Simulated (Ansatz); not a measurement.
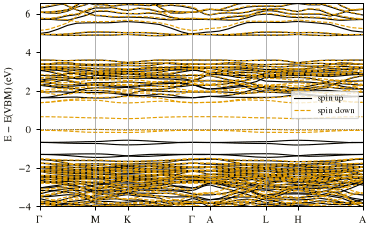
Band structure from PBE (plane waves, PAW; program Ansatz)

**Question.** Read off the gap and where the band edges lie.

**Answer.** About 0.6 eV (0.56 eV by a search for the band edges); maximum at L, minimum on the K–H2 line, 21 % of the way from K.

**Question.** Which compound is it?
(A) CaCu2S2, P-3m1 (Cu on 2d, Ca on 1a, S on 2d)
(B) PtS2, CdI2 type
(C) CoLi5Nb5O18Ti, P3 (Pearson symbol hP30)
(D) SnO2, CdI2 type

**Answer.** C, CoLi5Nb5O18Ti, P3 (Pearson symbol hP30)

The start of the workflow was typed in or built on a structure type; neither database checked (COD, Materials Project) lists it. Whether it is the stable phase at ambient conditions was not checked. The PBE relaxation kept the symmetry of its start; whether a distortion lowers the energy is not shown. Spin order of the final state: ferromagnetic, the only order run, not a proven ground state. No Hubbard U is applied. Scalar-relativistic: spin–orbit coupling is off unless named, which matters more the heavier the elements.

Potentials: the later of the program's two PAW sets.
